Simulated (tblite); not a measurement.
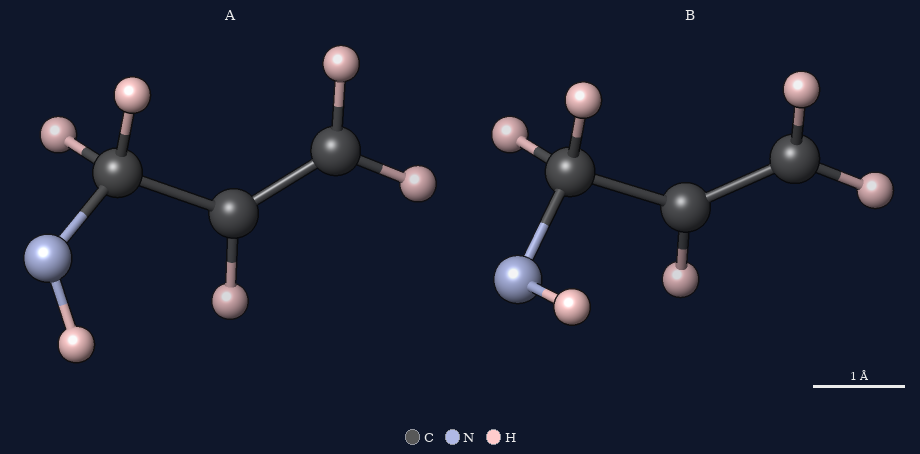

Two geometries of C$_{3}$H$_{6}$N (multiplicity 2), drawn at one scale. One is the start of a relaxation, the other its converged end. A ball-and-stick model, seen at a tilt.

The calculation used tblite, GFN2-xTB geometry optimisation, gas phase. 

Which geometry has the lower energy?

Structure A is the relaxed one. Over 75 geometry steps the energy falls by 19.2 kJ/mol. An H atom moves most after the best rigid fit: 0.91 Å. Largest moves by element: H 0.91 Å, N 0.35 Å, C 0.20 Å. Some distances before and after: C–N 1.453 → 1.394 Å, C–C 1.349 → 1.321 Å, C–C 1.475 → 1.499 Å, C–H 1.090 → 1.111 Å. Bond angles that change, for instance: C–C–N 107.7° → 118.4°, N–C–H 111.0° → 106.3°, H–C–H 119.6° → 116.3°. Groups turn about C–N by about 80°.
